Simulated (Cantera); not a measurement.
Charge: 1 mol NiS, 71 mol H2, at 2.80 bar.

Cantera equilibrium calculation (NASA polynomials, part measured and part estimated; ideal gas, pure solids and liquids). Candidate condensed phases: Ni, NiS, NiS2, Ni3S2, Ni3S4, S; 9 gas species. Metal and sulfide melt together well below either melting point, which pure phases cannot show. Mutual solubility and eutectic melting of coexisting phases are not modelled. Kinetics and transport are ignored.

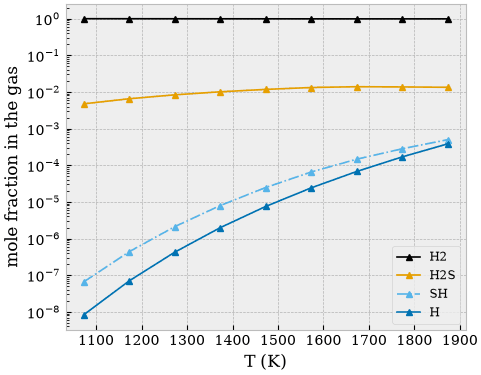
*Equilibrium gas composition (values under 1e-9 drawn at 1e-9)*

From 1073 K to 1573 K the condensed part is Ni(s) + Ni3S2(l). At 1673 K the condensed part is Ni(s). From 1773 K to 1873 K the condensed part is Ni(l).
